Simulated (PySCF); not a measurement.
# C$_{4}$H$_{6}$Cl$_{2}$Ge: what the fields show

```xyz
13

Cl    2.3464    1.3399    1.7623
C     1.8717    0.1476    0.6115
C     0.6502    0.0820    0.1097
C     0.1230   -0.9523   -0.8534
Ge   -1.7240   -0.5192   -0.2261
C    -0.5307    0.9297    0.4675
Cl   -0.6596    2.2911   -0.6904
H     2.6618   -0.5354    0.3392
H     0.5440   -1.9444   -0.7074
H     0.3013   -0.6526   -1.8863
H    -2.7758   -0.0806   -1.2071
H    -2.3034   -1.4650    0.7978
H    -0.5093    1.3597    1.4649
```

Geometry: GFN2-xTB.

These are results of PySCF 2.14.0, wB97X-D/def2-SVPD, SCF density, gas phase, not measurements.

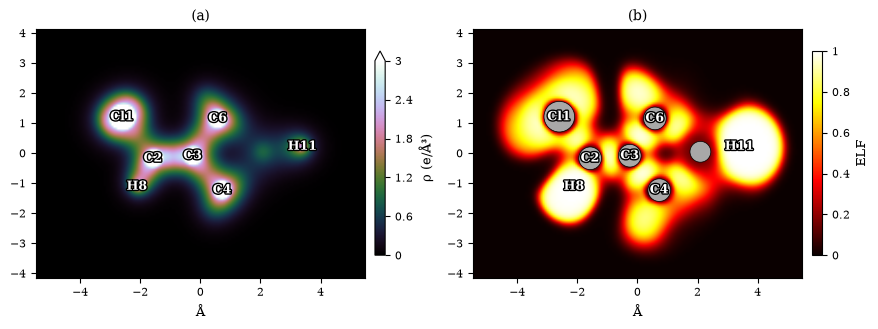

Figure 1. (a) total electron density; (b) electron localisation function on the plane of atoms Cl1, C2 and H8. Grey discs cover the atomic cores in the ELF map.

**What does the map show?**

- The section cuts through Cl, C and H sites.
- C–C (1.32 Å): ρ at the midpoint is about 2.3 e/Å³; the ELF peaks at about 0.95 between the atoms; a short, multiple covalent bond.
- C–Cl (1.72 Å): the density is about 1.5 e/Å³ at the midpoint; the ELF peaks at about 0.90 between the atoms (a shared electron pair).
- C–H (1.08 Å): ρ is about 2 e/Å³ halfway; the ELF climbs to about 1 towards the hydrogen, as it does in any bond to H (a covalent bond by its length).
- C–C (1.50 Å): ρ is about 1.8 e/Å³ halfway; the ELF peaks at about 0.95 between the atoms, as expected for a shared electron pair.
- The ELF also peaks beside Cl1, away from the bonds: lone-pair regions.

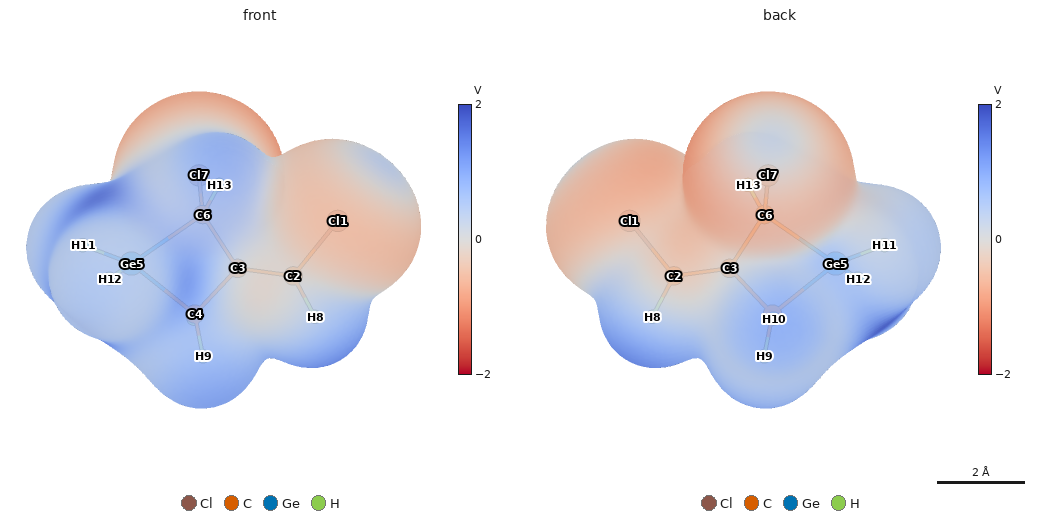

Figure 2. The electrostatic potential painted on the density surface at 0.002 e/bohr³, seen from the front and from behind; red is negative and blue positive.

**Where is the surface potential most negative and most positive?**

The most negative region (about −0.9 V) lies over Cl7, the most positive (about +1.7 V) over Ge5. Cl1 shows a σ-hole: about +0.4 V at the tip opposite its bond, against about −0.3 V on its flanks. Cl7 shows a σ-hole: about +0.2 V at the tip opposite its bond, against about −0.6 V on its flanks.
